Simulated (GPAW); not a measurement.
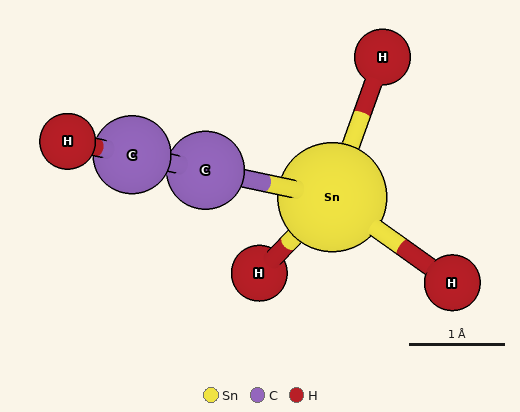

Fig. 1: The input geometry (ball-and-stick view, seen at a tilt). Sticks mark near contacts. Bond lengths as drawn: C–C 1.20 Å, C–H 1.05 Å, C–Sn 2.06 Å and H–Sn 1.65 Å.

## Calculation of the molecule and its ions, with input and output: C$_{2}$H$_{4}$Sn

- system: C$_{2}$H$_{4}$Sn (Sn(CCH)H3)
- method: PBE/real-space grid, scalar-relativistic datasets (GPAW 26.7.0)

The geometry comes from this level: GFN2-xTB.

Input file (ipea.py):
```python
import numpy as np
from ase import Atoms
from ase.units import Bohr
from gpaw import GPAW

positions_bohr = np.array(
              [[ -0.013852,  -0.011565,  -2.174073],
               [ -0.002853,   0.009411,   1.718045],
               [  0.017064,   0.026570,   3.987719],
               [  0.037813,   0.037662,   5.976807],
               [  2.943589,  -0.016630,  -3.167937],
               [ -1.499951,   2.538885,  -3.184793],
               [ -1.481810,  -2.584333,  -3.155767]])
mol = Atoms("SnCCHHHH", positions=positions_bohr * Bohr)
mol.center(vacuum=4.5)

energies = {}
for name, charge, unpaired in [("neutral", 0, 0), ("oxidised", 1, 1)]:
    mol.set_initial_magnetic_moments([unpaired / len(mol)] * len(mol))
    gpaw_calc = GPAW(mode="fd",
                     xc="PBE",
                     charge=charge,
                     maxiter=100,
                     occupations={"name": "fermi-dirac", "width": 0.0, "fixmagmom": unpaired > 0},
                     h=0.25,
                     symmetry="off",
                     txt="-")
    mol.calc = gpaw_calc
    energies[name] = mol.get_potential_energy()
    print(f'{name:10} {energies[name]:12.5f} eV')

ip = energies["oxidised"] - energies["neutral"]
print(f"Vertical IP = {ip:.3f} eV")
```

Command:
```bash
python3 ipea.py
```

Output:
```
__  _  _
 | _ |_)|_||  |
 |__||  | ||/\| - 26.7.0

units:  Angstrom and eV
cores:  1
OpenMP: False

Versions:
  Python: 3.12.14
  ASE:    3.29.0
  Numpy:  2.5.5
  Scipy:  1.18.1
  Libxc:  7.0.0

        _gpaw.cpython-312-aarch64-linux-gnu.so

Input parameters:
  mode=FD(),
  charge=0.0,
  h=0.25,
  maxiter=100,
  occupations=Occupations(name='fermi-dirac', width=0.0, fixmagmom=False),
  symmetry=Symmetry(point_group=False, time_reversal=False),
  xc=XC(name='PBE')

Diagonalizing LCAO Hamiltonian
Converting LCAO to fd mode
        .---------------------------.
       /|                           |
      / |                           |
     /  |                           |
    /   |                           |
   /    |                           |
  /     |                           |
 *      |                           |
 |      |                           |
 |      |         H                 |
 |      |         C                 |
 |      |                           |
 |      |         C                 |
 |      |                           |
 |      |       H Sn                |
 |      |            H              |
 |      |      H                    |
 |      .---------------------------.
 |     /                           /
 |    /                           /
 |   /                           /
 |  /                           /
 | /                           /
 |/                           /
 *---------------------------*

Atoms  # Å, Bohr magnetons
|   | symbol |        x |        y |        z |    initial magnetic moments |
|---|--------|----------|----------|----------|-----------------------------|
| 0 |     Sn | 5.286410 | 5.861450 | 5.034850 | ( 0.0000,  0.0000,  0.0000) |
| 1 |      C | 5.292230 | 5.872550 | 7.094470 | ( 0.0000,  0.0000,  0.0000) |
| 2 |      C | 5.302770 | 5.881630 | 8.295530 | ( 0.0000,  0.0000,  0.0000) |
| 3 |      H | 5.313750 | 5.887500 | 9.348110 | ( 0.0000,  0.0000,  0.0000) |
| 4 |      H | 6.851420 | 5.858770 | 4.508920 | ( 0.0000,  0.0000,  0.0000) |
| 5 |      H | 4.500000 | 7.211090 | 4.500000 | ( 0.0000,  0.0000,  0.0000) |
| 6 |      H | 4.509600 | 4.500000 | 4.515360 | ( 0.0000,  0.0000,  0.0000) |

Unit cell  # Å
| periodic |         x |         y |         z |   lengths |    angles |
|----------|-----------|-----------|-----------|-----------|-----------|
|       no | 11.351420 |  0.000000 |  0.000000 | 11.351420 | 90.000000 |
|       no |  0.000000 | 11.711090 |  0.000000 | 11.711090 | 90.000000 |
|       no |  0.000000 |  0.000000 | 13.848110 | 13.848110 | 90.000000 |

Number of symmetries: 1
Symmetry operations  # r_c * U_cc + t_c -> r_c
|   | kind |            matrix            |
|---|------|------------------------------|
| 0 |  E   |  1, 0, 0,  0, 1, 0,  0, 0, 1 |

BZ-sampling:
  Number of BZ points: 1
  Number of IBZ points: 1

  Monkhorst-Pack size: [1, 1, 1]
  Monkhorst-Pack shift: [0, 0, 0]

K-points  # in reciprocal-cell coordinates
|   |                                coordinates |     weight |
|---|--------------------------------------------|------------|
| 0 | (  0.00000000,   0.00000000,   0.00000000) | 1.00000000 |

Uniform wave function grid shape: (np.int64(43), np.int64(47), np.int64(55))
Spin-components: 1 (collinear spins)
Bands:           20
Projectors:      28
Spin-degeneracy: 2
Datatype:        float64

  Storage: CPU
  Wave functions: 17_784_800 bytes (17_784_800 per core)

Parallelization:
  kpt:    1
  domain: 1
  band:   1

Density:
  Valence electrons: 26.0
  Components: 1
  Grid points: [44 48 56]
  Charge: 0.0  # |e|

Potential:
  Grid points: [44 48 56]

species:
  Sn:
    name:    Tin
    Z:       50.0
    valence: 14
    core:    36
    charge:  0.0  # [|e|]
    file:    Sn.PBE.gz
    compensation charges:
      type: gauss
      rc: 0.38  # [Å]
      lmax: 2
    cutoffs:
      filter: 2.23  # [Å]
      core: 2.35  # [Å]
    projectors
    | kind |    occ | energy [eV] | rcut [Å] |
    |------|--------|-------------|----------|
    |   5s |  2.000 |     -10.538 |    1.201 |
    |   5p |  2.000 |      -3.696 |    1.270 |
    |   4d | 10.000 |     -25.845 |    1.185 |
    |    s |        |      16.674 |    1.201 |
    |    p |        |      23.515 |    1.270 |
    |    d |        |       1.367 |    1.185 |

    Using partial waves for Sn as LCAO basis

  C:
    name:    Carbon
    Z:       6.0
    valence: 4
    core:    2
    charge:  0.0  # [|e|]
    file:    C.PBE.gz
    compensation charges:
      type: gauss
      rc: 0.20  # [Å]
      lmax: 2
    cutoffs:
      filter: 1.14  # [Å]
      core: 1.14  # [Å]
    projectors
    | kind |    occ | energy [eV] | rcut [Å] |
    |------|--------|-------------|----------|
    |   2s |  2.000 |     -13.751 |    0.635 |
    |   2p |  2.000 |      -5.284 |    0.635 |
    |    s |        |      13.461 |    0.635 |
    |    p |        |      21.927 |    0.635 |
    |    d |        |       0.000 |    0.635 |

    Using partial waves for C as LCAO basis

  H:
    name:    Hydrogen
    Z:       1.0
    valence: 1
    core:    0
    charge:  0.0  # [|e|]
    file:    H.PBE.gz
    compensation charges:
      type: gauss
      rc: 0.15  # [Å]
      lmax: 2
    cutoffs:
      filter: 0.85  # [Å]
      core: 0.53  # [Å]
    projectors
    | kind |    occ | energy [eV] | rcut [Å] |
    |------|--------|-------------|----------|
    |   1s |  1.000 |      -6.494 |    0.476 |
    |    s |        |      20.717 |    0.476 |
    |    p |        |       0.000 |    0.476 |

    Using partial waves for H as LCAO basis

Reference energy: -170115.910187  # eV

eigensolver:
  PPCG
  Converge bands: occupied
  niter=2

density mixing:
  MSR1-Mixer
  Pratt-step length: 0.05
  Maximum mixing coefficient: 0.75
  Old densities: 10
  SVD Regularization: 0.005
  Good broyden scale: 1.0
  Trust region scale: 1.0
  Backstep threshold: 4.0
  History deletion threshold: 6.0
  Fourier metric: weight=20.0, sigma=0.015

occupation numbers:
  # Zero width

FastPoissonSolver using
    Stencil: 6*3+1=19 point O(h^6) finite-difference Laplacian
    FFT axes: []
    FST axes: [np.int64(0), np.int64(1), np.int64(2)]

xc functional:
  name: PBE with 2 nearest neighbor stencil
interpolation: tri-quintic # 5. degree polynomial

Initialization done in: 0.975 s

convergence criteria:
- Maximum [total energy] change in last 3 cyles: 0.0005 eV / valence electron
- Maximum integral of absolute [dens]ity change: 0.0001 electrons / valence electron
- Maximum integral of absolute [eigenst]ate change: 4e-08 eV^2 / valence electron
maximum number of iterations: 100

SCF iterations
|iter     |     time |      energy | eigst |  dens |
|---------|----------|-------------|-------|-------|
|iter:   1| 00:00:02 |  -35.982241 | +0.88 |       |
|iter:   2| 00:00:03 |  -35.437116 | -0.25 | -0.77 |
|iter:   3| 00:00:03 |  -31.961849 | +0.09 | -0.80 |
|iter:   4| 00:00:04 |  -31.955159 | -0.64 | -1.48 |
|iter:   5| 00:00:05 |  -31.955488c| -1.47 | -1.76 |
|iter:   6| 00:00:06 |  -31.948776c| -1.94 | -1.96 |
|iter:   7| 00:00:07 |  -31.949429c| -2.99 | -2.49 |
|iter:   8| 00:00:08 |  -31.949562c| -3.73 | -2.96 |
|iter:   9| 00:00:09 |  -31.949570c| -4.43 | -3.68 |
|iter:  10| 00:00:10 |  -31.949573c| -4.98 | -4.21c|
|iter:  11| 00:00:11 |  -31.949574c| -5.54 | -4.64c|
|iter:  12| 00:00:12 |  -31.949574c| -6.04 | -5.04c|
|iter:  13| 00:00:13 |  -31.949574c| -6.57 | -5.44c|
|iter:  14| 00:00:14 |  -31.949574c| -7.07 | -5.70c|
|iter:  15| 00:00:15 |  -31.949574c| -7.61c| -6.03c|

Converged in 15 steps
SCF loop duration: 13.167 s (0.878 s/step)
Energy contributions relative to reference atoms: (reference = -170115.910187)

Energy contributions:
  Kinetic:          41.958500
  Coulomb:         -44.307220
  Zero:              0.615891
  External:          0.000000
  Xc:              -30.216745
  Entropy:           0.000000
  Spinorbit:         0.000000
  ----------------------------
  Free energy:     -31.949574
  Extrapolated:    -31.949574

dipole moment: (0.000625, 0.001079, -0.053195)  # |e|*Ang

Fermi level: -3.861
Eigenvalues  # (at kpt = [0.000, 0.000, 0.000])
| band index |      eig [eV] | occ [0-2] |
|------------|---------------|-----------|
|          0 |       -25.962 |     2.000 |
|        ... |               |           |
|          5 |       -18.350 |     2.000 |
|          6 |       -13.943 |     2.000 |
|          7 |       -12.818 |     2.000 |
|          8 |        -9.128 |     2.000 |
|          9 |        -8.390 |     2.000 |
|         10 |        -8.372 |     2.000 |
|         11 |        -7.001 |     2.000 |
|         12 |        -6.898 |     2.000 |
|         13 |        -0.823 |     0.000 |
|         14 |        -0.760 |     0.000 |
|         15 |        -0.556 |     0.000 |
|         16 |        -0.311 |     0.000 |
|         17 |         0.310 |     0.000 |
|         18 |         0.481 |     0.000 |
|         19 |         0.586 |     0.000 |

Gap: 6.074 eV
Transition (v -> c):
  (s=0, k=0, n=12, [0.00, 0.00, 0.00]) -> (s=0, k=0, n=13, [0.00, 0.00, 0.00])
No difference between direct/indirect transitions
vacuum-level: 0.000  # V
neutral       -31.94957 eV
  __  _  _
 | _ |_)|_||  |
 |__||  | ||/\| - 26.7.0

units:  Angstrom and eV
cores:  1
OpenMP: False

Versions:
  Python: 3.12.14
  ASE:    3.29.0
  Numpy:  2.5.5
  Scipy:  1.18.1
  Libxc:  7.0.0

        _gpaw.cpython-312-aarch64-linux-gnu.so

Input parameters:
  mode=FD(),
  charge=1,
  h=0.25,
  maxiter=100,
  occupations=Occupations(name='fermi-dirac', width=0.0, fixmagmom=True),
  symmetry=Symmetry(point_group=False, time_reversal=False),
  xc=XC(name='PBE')

Diagonalizing LCAO Hamiltonian
Converting LCAO to fd mode
        .---------------------------.
       /|                           |
      / |                           |
     /  |                           |
    /   |                           |
   /    |                           |
  /     |                           |
 *      |                           |
 |      |                           |
 |      |         H                 |
 |      |         C                 |
 |      |                           |
 |      |         C                 |
 |      |                           |
 |      |       H Sn                |
 |      |            H              |
 |      |      H                    |
 |      .---------------------------.
 |     /                           /
 |    /                           /
 |   /                           /
 |  /                           /
 | /                           /
 |/                           /
 *---------------------------*

Atoms  # Å, Bohr magnetons
|   | symbol |        x |        y |        z |    initial magnetic moments |
|---|--------|----------|----------|----------|-----------------------------|
| 0 |     Sn | 5.286410 | 5.861450 | 5.034850 | ( 0.0000,  0.0000,  0.1429) |
| 1 |      C | 5.292230 | 5.872550 | 7.094470 | ( 0.0000,  0.0000,  0.1429) |
| 2 |      C | 5.302770 | 5.881630 | 8.295530 | ( 0.0000,  0.0000,  0.1429) |
| 3 |      H | 5.313750 | 5.887500 | 9.348110 | ( 0.0000,  0.0000,  0.1429) |
| 4 |      H | 6.851420 | 5.858770 | 4.508920 | ( 0.0000,  0.0000,  0.1429) |
| 5 |      H | 4.500000 | 7.211090 | 4.500000 | ( 0.0000,  0.0000,  0.1429) |
| 6 |      H | 4.509600 | 4.500000 | 4.515360 | ( 0.0000,  0.0000,  0.1429) |

Unit cell  # Å
| periodic |         x |         y |         z |   lengths |    angles |
|----------|-----------|-----------|-----------|-----------|-----------|
|       no | 11.351420 |  0.000000 |  0.000000 | 11.351420 | 90.000000 |
|       no |  0.000000 | 11.711090 |  0.000000 | 11.711090 | 90.000000 |
|       no |  0.000000 |  0.000000 | 13.848110 | 13.848110 | 90.000000 |

Number of symmetries: 1
Symmetry operations  # r_c * U_cc + t_c -> r_c
|   | kind |            matrix            |
|---|------|------------------------------|
| 0 |  E   |  1, 0, 0,  0, 1, 0,  0, 0, 1 |

BZ-sampling:
  Number of BZ points: 1
  Number of IBZ points: 1

  Monkhorst-Pack size: [1, 1, 1]
  Monkhorst-Pack shift: [0, 0, 0]

K-points  # in reciprocal-cell coordinates
|   |                                coordinates |     weight |
|---|--------------------------------------------|------------|
| 0 | (  0.00000000,   0.00000000,   0.00000000) | 1.00000000 |

Uniform wave function grid shape: (np.int64(43), np.int64(47), np.int64(55))
Spin-components: 2 (collinear spins)
Bands:           20
Projectors:      28
Spin-degeneracy: 1
Datatype:        float64

  Storage: CPU
  Wave functions: 35_569_600 bytes (35_569_600 per core)

Parallelization:
  kpt:    1
  domain: 1
  band:   1

Density:
  Valence electrons: 26.0
  Components: 2
  Grid points: [44 48 56]
  Charge: 1.0  # |e|

Potential:
  Grid points: [44 48 56]

species:
  Sn:
    name:    Tin
    Z:       50.0
    valence: 14
    core:    36
    charge:  0.0  # [|e|]
    file:    Sn.PBE.gz
    compensation charges:
      type: gauss
      rc: 0.38  # [Å]
      lmax: 2
    cutoffs:
      filter: 2.23  # [Å]
      core: 2.35  # [Å]
    projectors
    | kind |    occ | energy [eV] | rcut [Å] |
    |------|--------|-------------|----------|
    |   5s |  2.000 |     -10.538 |    1.201 |
    |   5p |  2.000 |      -3.696 |    1.270 |
    |   4d | 10.000 |     -25.845 |    1.185 |
    |    s |        |      16.674 |    1.201 |
    |    p |        |      23.515 |    1.270 |
    |    d |        |       1.367 |    1.185 |

    Using partial waves for Sn as LCAO basis

  C:
    name:    Carbon
    Z:       6.0
    valence: 4
    core:    2
    charge:  0.0  # [|e|]
    file:    C.PBE.gz
    compensation charges:
      type: gauss
      rc: 0.20  # [Å]
      lmax: 2
    cutoffs:
      filter: 1.14  # [Å]
      core: 1.14  # [Å]
    projectors
    | kind |    occ | energy [eV] | rcut [Å] |
    |------|--------|-------------|----------|
    |   2s |  2.000 |     -13.751 |    0.635 |
    |   2p |  2.000 |      -5.284 |    0.635 |
    |    s |        |      13.461 |    0.635 |
    |    p |        |      21.927 |    0.635 |
    |    d |        |       0.000 |    0.635 |

    Using partial waves for C as LCAO basis

  H:
    name:    Hydrogen
    Z:       1.0
    valence: 1
    core:    0
    charge:  0.0  # [|e|]
    file:    H.PBE.gz
    compensation charges:
      type: gauss
      rc: 0.15  # [Å]
      lmax: 2
    cutoffs:
      filter: 0.85  # [Å]
      core: 0.53  # [Å]
    projectors
    | kind |    occ | energy [eV] | rcut [Å] |
    |------|--------|-------------|----------|
    |   1s |  1.000 |      -6.494 |    0.476 |
    |    s |        |      20.717 |    0.476 |
    |    p |        |       0.000 |    0.476 |

    Using partial waves for H as LCAO basis

Reference energy: -170115.910187  # eV

eigensolver:
  PPCG
  Converge bands: occupied
  niter=2

density mixing:
  MSR1-Mixer
  Pratt-step length: 0.05
  Maximum mixing coefficient: 0.75
  Old densities: 10
  SVD Regularization: 0.005
  Good broyden scale: 1.0
  Trust region scale: 1.0
  Backstep threshold: 4.0
  History deletion threshold: 6.0
  Fourier metric: weight=20.0, sigma=0.015

occupation numbers:
  Fixed magnetic moment: 1.000
  # Zero width

FastPoissonSolver using
    Stencil: 6*3+1=19 point O(h^6) finite-difference Laplacian
    FFT axes: []
    FST axes: [np.int64(0), np.int64(1), np.int64(2)]

xc functional:
  name: PBE with 2 nearest neighbor stencil
interpolation: tri-quintic # 5. degree polynomial

Initialization done in: 2.350 s

convergence criteria:
- Maximum [total energy] change in last 3 cyles: 0.0005 eV / valence electron
- Maximum integral of absolute [dens]ity change: 0.0001 electrons / valence electron
- Maximum integral of absolute [eigenst]ate change: 4e-08 eV^2 / valence electron
maximum number of iterations: 100

SCF iterations
|iter     |     time |      energy | eigst |  dens |  magmom |
|---------|----------|-------------|-------|-------|---------|
|iter:   1| 00:00:18 |  -27.437392 | +0.94 |       |  +0.9971|
|iter:   2| 00:00:19 |  -26.481853 | -0.17 | -0.63 |  +0.9972|
|iter:   3| 00:00:22 |  -24.693059 | -0.07 | -0.66 |  +0.9982|
|iter:   4| 00:00:24 |  -23.687133 | -0.71 | -0.72 |  +0.9987|
|iter:   5| 00:00:25 |  -22.003114 | -0.85 | -0.80 |  +0.9996|
|iter:   6| 00:00:27 |  -21.911512 | -1.32 | -1.04 |  +0.9998|
|iter:   7| 00:00:30 |  -21.836392 | -1.46 | -1.14 |  +1.0000|
|iter:   8| 00:00:33 |  -21.862415 | -1.83 | -1.33 |  +0.9999|
|iter:   9| 00:00:37 |  -21.904953 | -1.87 | -1.29 |  +1.0000|
|iter:  10| 00:00:40 |  -21.866109 | -2.01 | -1.17 |  +1.0000|
|iter:  11| 00:00:44 |  -21.886132 | -2.40 | -1.53 |  +1.0000|
|iter:  12| 00:00:46 |  -21.892886 | -2.38 | -1.50 |  +1.0000|
|iter:  13| 00:00:49 |  -21.891694c| -2.57 | -1.50 |  +1.0000|
|iter:  14| 00:00:53 |  -21.894799c| -2.83 | -1.80 |  +1.0000|
|iter:  15| 00:00:56 |  -21.896977c| -2.84 | -1.88 |  +1.0000|
|iter:  16| 00:00:58 |  -21.897273c| -3.29 | -1.81 |  +1.0000|
|iter:  17| 00:01:01 |  -21.897534c| -3.15 | -1.92 |  +1.0000|
|iter:  18| 00:01:04 |  -21.896909c| -3.13 | -2.28 |  +1.0000|
|iter:  19| 00:01:07 |  -21.897328c| -3.32 | -2.57 |  +1.0000|
|iter:  20| 00:01:10 |  -21.897445c| -3.76 | -2.80 |  +1.0000|
|iter:  21| 00:01:12 |  -21.897480c| -4.10 | -2.81 |  +1.0000|
|iter:  22| 00:01:15 |  -21.897516c| -4.66 | -3.17 |  +1.0000|
|iter:  23| 00:01:17 |  -21.897519c| -5.45 | -3.47 |  +1.0000|
|iter:  24| 00:01:19 |  -21.897520c| -5.52 | -3.95 |  +1.0000|
|iter:  25| 00:01:21 |  -21.897521c| -6.16 | -4.04c|  +1.0000|
|iter:  26| 00:01:23 |  -21.897521c| -6.65 | -4.38c|  +1.0000|
|iter:  27| 00:01:25 |  -21.897521c| -7.10 | -4.54c|  +1.0000|
|iter:  28| 00:01:26 |  -21.897521c| -7.98c| -4.99c|  +1.0000|

Converged in 28 steps
SCF loop duration: 69.457 s (2.481 s/step)
Energy contributions relative to reference atoms: (reference = -170115.910187)

Energy contributions:
  Kinetic:          36.716544
  Coulomb:         -36.912728
  Zero:              0.604403
  External:          0.000000
  Xc:              -22.305739
  Entropy:           0.000000
  Spinorbit:         0.000000
  ----------------------------
  Free energy:     -21.897521
  Extrapolated:    -21.897521

dipole moment: (5.379096, 5.865322, 6.277765)  # |e|*Ang

Total magnetic moment: (0.000000, 0.000000, 1.000000)

Local magnetic moments
|        x |        y |         z |
|----------|----------|-----------|
| 0.000000 | 0.000000 |  0.043997 |  # Sn   0
| 0.000000 | 0.000000 |  0.087808 |  # C    1
| 0.000000 | 0.000000 |  0.131397 |  # C    2
| 0.000000 | 0.000000 | -0.004746 |  # H    3
| 0.000000 | 0.000000 |  0.076011 |  # H    4
| 0.000000 | 0.000000 |  0.018191 |  # H    5
| 0.000000 | 0.000000 |  0.021661 |  # H    6

Fermi levels: -10.187, -13.130
Eigenvalues  # (at kpt = [0.000, 0.000, 0.000])
| band index |      eig [eV] | occ [0-1] |      eig [eV] | occ [0-1] |
|------------|---------------|-----------|---------------|-----------|
|          0 |       -31.989 |     1.000 |       -31.956 |     1.000 |
|        ... |               |           |               |           |
|          5 |       -25.896 |     1.000 |       -25.312 |     1.000 |
|          6 |       -20.233 |     1.000 |       -20.032 |     1.000 |
|          7 |       -19.142 |     1.000 |       -18.961 |     1.000 |
|          8 |       -15.505 |     1.000 |       -15.250 |     1.000 |
|          9 |       -14.840 |     1.000 |       -14.151 |     1.000 |
|         10 |       -14.321 |     1.000 |       -14.057 |     1.000 |
|         11 |       -13.977 |     1.000 |       -13.177 |     1.000 |
|         12 |       -13.373 |     1.000 |       -13.082 |     0.000 |
|         13 |        -7.293 |     0.000 |        -6.781 |     0.000 |
|         14 |        -6.916 |     0.000 |        -6.563 |     0.000 |
|         15 |        -5.562 |     0.000 |        -5.389 |     0.000 |
|         16 |        -5.274 |     0.000 |        -5.094 |     0.000 |
|         17 |        -4.316 |     0.000 |        -4.190 |     0.000 |
|         18 |        -4.304 |     0.000 |        -4.049 |     0.000 |
|         19 |        -3.641 |     0.000 |        -3.534 |     0.000 |

Gap: 5.789 eV
Transition (v -> c):
  (s=1, k=0, n=12, [0.00, 0.00, 0.00]) -> (s=0, k=0, n=13, [0.00, 0.00, 0.00])
No difference between direct/indirect transitions
vacuum-level: 0.000  # V
oxidised      -21.89752 eV
Vertical IP = 10.052 eV
```

Results in brief:

| quantity | value |
| --- | --- |
| outcome | converged |
| ionisation energy | 10.05 eV |
| hardware | 1 thread of Arm Neoverse V1, 112 GiB of memory available, shared host |
| wall time | 87 s |
| peak memory | 0.68 GiB |

Remarks:

On so coarse a grid the energy depends on the position of the molecule, which gives spurious forces.
